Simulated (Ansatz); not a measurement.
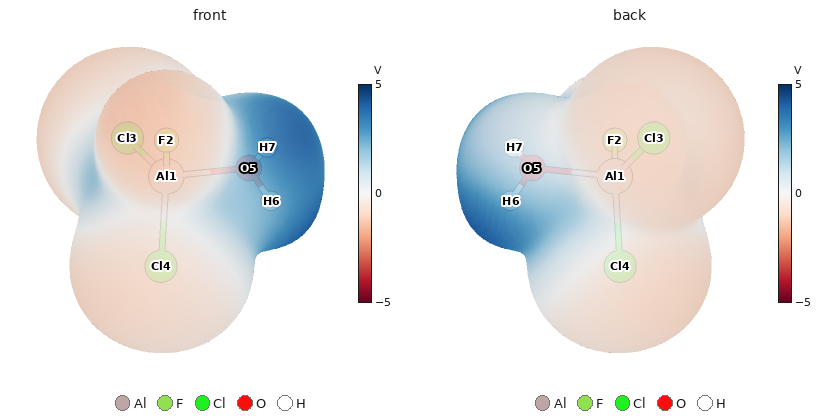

Figure. AlCl2FH2O. The electrostatic potential painted on the density surface at 0.001 e/bohr³, seen from the front and from behind; the colour scale runs from red (negative) to blue (positive).

Theory: Ansatz 0.2.0, RHF/6-31G*.

Input file:

```
crystal:
  periodic: [false, false, false]
  atoms:
    - { symbol: Al, position_ang: [0.086494, 0.324891, -0.166649] }
    - { symbol: F, position_ang: [0.038866, 0.211138, 1.492583] }
    - { symbol: Cl, position_ang: [1.8919, 0.725066, -1.106441] }
    - { symbol: Cl, position_ang: [-1.72066, 0.35721, -1.195417] }
    - { symbol: O, position_ang: [0.07866, -2.465918, 0.82008] }
    - { symbol: H, position_ang: [-0.729251, -2.962508, 0.79539] }
    - { symbol: H, position_ang: [0.033991, -1.911679, 1.618054] }
basis:
  gaussian: { orbitals: "6-31G*" }
hamiltonian:
  xc: hf
relax:
  f_tol: 0.03
  max_steps: 50
output:
  orbitals: {}
```

Command:

```sh
ansatz run input.yaml --threads 1 --pin off --max-ram 2048MiB --backend cpu --events-out ev --progress --plain --runs-dir out
```

The fields are those of the run's last geometry, not of the input's.

**Describe the electrostatic potential map.**

The most negative region (about −1.3 V) lies over F2, the most positive (about +4.1 V) over H6 and H7.
